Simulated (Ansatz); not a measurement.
# CCSD(T)/cc-pVDZ run of C2H4FGa (SMILES C=[CH][GaH][F])

What is the vertical singlet–triplet gap of C2H4FGa at CCSD(T)/cc-pVDZ? 

Program for the calculation: Ansatz 0.2.0.

67 further runs of the same task are left out: 2 that didn't finish, 65 set aside as unsound or not needed.

### Step 1. The molecule

C2H4FGa has 8 atoms, charge 0, and is taken as a singlet. SMILES: `C=[CH][GaH][F]`. The coordinates come from a PBE0-D4/def2-TZVP relaxation. This is one conformer, not always the lowest.

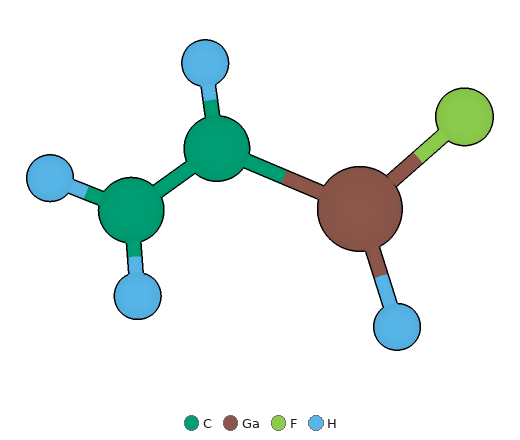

The structure, seen from a chosen angle (carbon teal, gallium brown, fluorine green, hydrogen blue).

### Step 2. The energy at CCSD(T)/cc-pVDZ

molecule.yaml

```yaml
crystal:
  periodic: [false, false, false]
  atoms:
    - {symbol: C, position_ang: [-0.837100, 1.175400, 0.060900]}
    - {symbol: C, position_ang: [0.342600, 0.569500, -0.065000]}
    - {symbol: Ga, position_ang: [0.481700, -1.360200, -0.007600]}
    - {symbol: F, position_ang: [2.110500, -2.006100, -0.199600]}
    - {symbol: H, position_ang: [-1.762100, 0.620500, 0.200100]}
    - {symbol: H, position_ang: [-0.941100, 2.257800, 0.031600]}
    - {symbol: H, position_ang: [1.232300, 1.179600, -0.202300]}
    - {symbol: H, position_ang: [-0.626900, -2.436700, 0.182000]}
basis:
  gaussian:
    orbitals: cc-pVDZ
correlation:
  method: ccsd_t
  frozen_orbitals: {C: 1, F: 1, Ga: 9, H: 0}
accuracy: high
scf:
  omitted_lower_state_checks: [cluster_reference, increment]
```

Run with:

```console
ansatz run molecule.yaml --threads 1 --pin off --max-ram 3480MiB --events-out events.jsonl --progress --plain --runs-dir runs
```

The log of the run, cut to the lines that bear on the results:

```text
Warning: RAYON_NUM_THREADS=1 ignored (pool sized by the plan → 1); use --threads N
Functional definition: HF
  name "HF"
[...]
2037 factors; integrals over basis functions are off by at most 4.6e-9 eV
[...]
mean field -57164.10077988 eV, -2100.7419564415 hartree, gradient 1.6e-8 eV, S^2 0.000000; 0 other end points of the search recorded, 0 dependent functions left out
12 core orbitals not correlated: weight in the atoms' cores, before any rotation towards them, 1.000 or more for the frozen orbitals, at most 0.000 for the correlated occupied ones
reference -57164.10077988 eV, -2100.7419564415 hartree; 16, 16 occupied and 61, 61 virtual orbitals, 2037 factors
second order -14.61237611 eV of doubles, -0.00000000 eV of singles
cycle   1  -15.00694075 eV  change   -3.9e-1 eV  update   1.0e-1
[...]
cycle  23  -15.54727904 eV  change   9.0e-10 eV  update  8.7e-10
perturbative correction -0.45678886 eV, -0.0167866810 hartree
Total energy: -57180.10484779 eV, -2101.3300950890 hartree
Checks for a lower state left out: cluster_reference, increment
```

Run time: 36 s. Hardware: 1 thread of Arm Neoverse V1, shared host; peak memory 0.53 GiB.

### Step 3. The triplet at the same level

job.yaml

```yaml
crystal:
  periodic: [false, false, false]
  atoms:
    - {symbol: C, position_ang: [-0.837100, 1.175400, 0.060900]}
    - {symbol: C, position_ang: [0.342600, 0.569500, -0.065000]}
    - {symbol: Ga, position_ang: [0.481700, -1.360200, -0.007600]}
    - {symbol: F, position_ang: [2.110500, -2.006100, -0.199600]}
    - {symbol: H, position_ang: [-1.762100, 0.620500, 0.200100]}
    - {symbol: H, position_ang: [-0.941100, 2.257800, 0.031600]}
    - {symbol: H, position_ang: [1.232300, 1.179600, -0.202300]}
    - {symbol: H, position_ang: [-0.626900, -2.436700, 0.182000]}
basis:
  gaussian:
    orbitals: cc-pVDZ
magnetization:
  spin_polarized: true
  initial_magnetization: 2
scf:
  omitted_lower_state_checks: [cluster_reference, increment]
correlation:
  method: ccsd_t
  frozen_orbitals: {C: 1, F: 1, Ga: 9, H: 0}
accuracy: high
```

Run with:

```console
ansatz run job.yaml --threads 1 --pin off --max-ram 3480MiB --events-out events.jsonl --progress --plain --runs-dir runs
```

The log of the run, cut to the lines that bear on the results:

```text
Warning: RAYON_NUM_THREADS=1 ignored (pool sized by the plan → 1); use --threads N
[... 2 set-up lines as earlier in the session ...]
[...]
2037 factors; integrals over basis functions are off by at most 4.6e-9 eV
[...]
mean field -57160.83748718 eV, -2100.6220326466 hartree, gradient 2.5e-8 eV, S^2 2.016889; 2 other end points of the search recorded, 0 dependent functions left out
12 core orbitals not correlated: weight in the atoms' cores, before any rotation towards them, 1.000 or more for the frozen orbitals, at most 0.000 for the correlated occupied ones
reference -57160.83748718 eV, -2100.6220326466 hartree; 17, 15 occupied and 60, 62 virtual orbitals, 2037 factors
second order -13.41269123 eV of doubles, -0.00000000 eV of singles
cycle   1  -14.05840243 eV  change   -6.5e-1 eV  update   9.6e-2
[...]
cycle  30  -14.56573279 eV  change   -1.7e-9 eV  update   1.7e-9
perturbative correction -0.34090083 eV, -0.0125278743 hartree
Total energy: -57175.74412079 eV, -2101.1698413278 hartree
Checks for a lower state left out: cluster_reference, increment
```

Wall time 2.6 min (1 thread of Arm Neoverse V1, shared host); peak memory 1 GiB.

### Step 4. What came out

At CCSD(T)/cc-pVDZ, 12 core orbitals frozen:

```
                                             quantity           value
                                singlet: total energy  -2101.33010 Eh
singlet: correlation energy (12 core orbitals frozen)      -588.1 mEh
                              singlet: (T) correction      -16.79 mEh
                               singlet: T1 diagnostic           0.012
                                triplet: total energy  -2101.16984 Eh
triplet: correlation energy (12 core orbitals frozen)      -547.8 mEh
                              triplet: (T) correction      -12.53 mEh
           triplet: ⟨S²⟩ of the reference determinant           2.017
                               triplet: T1 diagnostic           0.014
     vertical energy of the triplet above the singlet        4.361 eV
```

What this shows: At this shape the triplet lies 4.36 eV (421 kJ/mol) above the singlet. The triples (singlet) make up 2.9 % of the correlation energy. The triples (triplet) make up 2.3 % of the correlation energy.
